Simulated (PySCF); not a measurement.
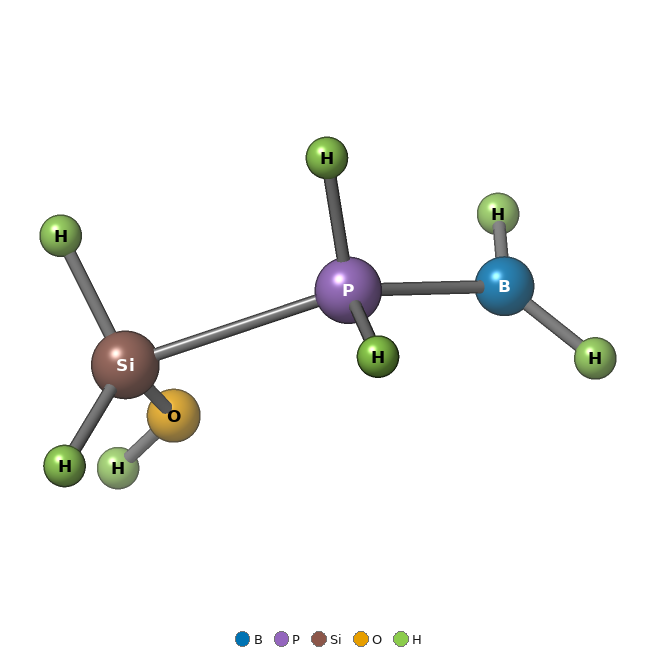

Orthographic view. Atoms fade into the background with distance from the viewer. State: charge +1, singlet. Geometry: a frame of a GFN2-xTB molecular-dynamics simulation, not a minimum.

Give the standard InChI.

InChI=1S/BH7OPSi/c1-3-4-2/h2H,1,3-4H2/q+1
